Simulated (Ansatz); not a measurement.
**HSE06/def2-SVP run of CH5AlO2 (SMILES C[Al](O)O)**

Aim: the vertical singlet–triplet gap of CH5AlO2 at HSE06/def2-SVP, from 2 runs. 

The results are computed with Ansatz 0.2.0.

65 further runs of the same task are left out: 65 set aside as unsound or not needed.

## (1) The structure to begin with

CH5AlO2 has 9 atoms, charge 0, and is taken as a singlet. As SMILES, `C[Al](O)O`. Geometry: relaxed at PBE0-D4/def2-TZVP. This is one conformer, not always the lowest.

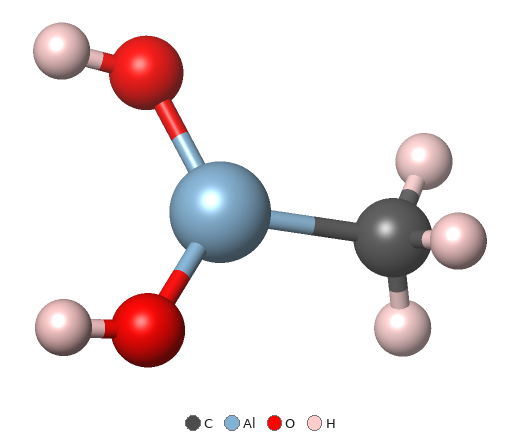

Viewed from a chosen angle; carbon dark grey, aluminium light blue, oxygen red, hydrogen pink.

## (2) A single-point energy at HSE06/def2-SVP

input.yaml

```yaml
crystal:
  periodic: [false, false, false]
  atoms:
    - {symbol: C, position_ang: [-0.025110, 1.109820, -1.034090]}
    - {symbol: Al, position_ang: [-0.001290, -0.302910, 0.285630]}
    - {symbol: O, position_ang: [0.957740, -1.672870, -0.006720]}
    - {symbol: O, position_ang: [-0.933740, -0.131550, 1.694140]}
    - {symbol: H, position_ang: [-0.226970, 0.712350, -2.032300]}
    - {symbol: H, position_ang: [-0.780650, 1.863510, -0.803740]}
    - {symbol: H, position_ang: [0.945840, 1.611200, -1.084700]}
    - {symbol: H, position_ang: [1.048330, -2.422320, 0.577320]}
    - {symbol: H, position_ang: [-0.984140, -0.767250, 2.404460]}
basis:
  gaussian:
    orbitals: def2-SVP
accuracy: high
hamiltonian:
  xc: hse06
output:
  orbitals: {seedname: orbitals}
```

Command:

```bash
ansatz run input.yaml --threads 1 --pin off --max-ram 3480MiB --events-out events.jsonl --progress --plain --runs-dir runs
```

Standard output:

```text
Warning: RAYON_NUM_THREADS=1 ignored (pool sized by the plan → 1); use --threads N
Functional definition: HSE06
  name "HSE06"
  parameter a = 0.25
  parameter omega = 0.11/bohr
  exchange = pbe_x - a*pbe_x_sr(omega) + a*exact_x_sr(omega)
  correlation = pbe_c
1886 factors; integrals over basis functions are off by at most 1.0e-8 eV
94 factors; integrals over basis functions are off by at most 2.3e-9 eV
mean field evaluation 1: about -11783.9865 eV, gradient 8.3e1 eV
mean field evaluation 2: about -11766.7512 eV, gradient 1.2e2 eV
mean field evaluation 4: about -11797.1080 eV, gradient 5.1e0 eV
mean field evaluation 8: about -11797.3392 eV, gradient 1.8e-1 eV
mean field evaluation 16: about -11797.3392 eV, gradient 1.3e-5 eV
mean field -11797.33923943 eV, -433.5442205255 hartree, gradient 9.7e-8 eV, S^2 0.000000; 0 other end points of the search recorded, 0 dependent functions left out
reference -11797.33924325 eV, -433.5442206656 hartree; 20, 20 occupied and 65, 65 virtual orbitals, 1886 factors
Total energy: -11797.33924325 eV, -433.5442206656 hartree
```

It took 5.1 s on 1 thread of AMD EPYC 9R14 (Zen 4), shared host; peak memory 0.29 GiB.

## (3) The triplet at the same level

in.yaml

```yaml
crystal:
  periodic: [false, false, false]
  atoms:
    - {symbol: C, position_ang: [-0.025110, 1.109820, -1.034090]}
    - {symbol: Al, position_ang: [-0.001290, -0.302910, 0.285630]}
    - {symbol: O, position_ang: [0.957740, -1.672870, -0.006720]}
    - {symbol: O, position_ang: [-0.933740, -0.131550, 1.694140]}
    - {symbol: H, position_ang: [-0.226970, 0.712350, -2.032300]}
    - {symbol: H, position_ang: [-0.780650, 1.863510, -0.803740]}
    - {symbol: H, position_ang: [0.945840, 1.611200, -1.084700]}
    - {symbol: H, position_ang: [1.048330, -2.422320, 0.577320]}
    - {symbol: H, position_ang: [-0.984140, -0.767250, 2.404460]}
basis:
  gaussian: {orbitals: def2-SVP}
magnetization: {spin_polarized: true, initial_magnetization: 2}
hamiltonian: {xc: hse06}
accuracy: high
output: {orbitals: {seedname: orbitals}}
```

Command:

```bash
ansatz run in.yaml --threads 1 --pin off --max-ram 3480MiB --events-out events.jsonl --progress --plain --runs-dir runs
```

Standard output, cut to the lines that bear on the results:

```text
Warning: RAYON_NUM_THREADS=1 ignored (pool sized by the plan → 1); use --threads N
[... 6 set-up lines as earlier in the session ...]
1886 factors; integrals over basis functions are off by at most 1.0e-8 eV
94 factors; integrals over basis functions are off by at most 2.3e-9 eV
mean field evaluation 1: about -11778.8350 eV, gradient 5.4e1 eV
mean field evaluation 2: about -11739.0121 eV, gradient 1.1e2 eV
mean field evaluation 4: about -11786.4652 eV, gradient 2.5e1 eV
mean field evaluation 8: about -11789.8713 eV, gradient 6.1e0 eV
mean field evaluation 16: about -11790.3528 eV, gradient 5.5e-1 eV
mean field evaluation 32: about -11789.5355 eV, gradient 1.2e1 eV
mean field evaluation 64: about -11790.3499 eV, gradient 1.1e0 eV
mean field -11790.46836677 eV, -433.2917206121 hartree, gradient 4.6e-8 eV, S^2 2.007491; 9 other end points of the search recorded, 0 dependent functions left out
reference -11790.46837167 eV, -433.2917207925 hartree; 21, 19 occupied and 64, 66 virtual orbitals, 1886 factors
Total energy: -11790.46837167 eV, -433.2917207925 hartree
```

Wall time 46 s (1 thread of AMD EPYC 9R14 (Zen 4), shared host); peak memory 0.48 GiB.

## (4) Outcome

Level: HSE06/def2-SVP.

```
                                        quantity          value
                           singlet: total energy  -433.54422 Eh
                            singlet: HOMO energy       -8.07 eV
                            singlet: LUMO energy       -0.16 eV
                          singlet: HOMO–LUMO gap        7.90 eV
                           triplet: total energy  -433.29172 Eh
     triplet: HOMO energy (highest over α and β)       -1.81 eV
                                   triplet: ⟨S²⟩          2.007
vertical energy of the triplet above the singlet       6.871 eV
```

What this shows: At this shape the triplet lies 6.87 eV (158 kcal/mol) above the singlet.
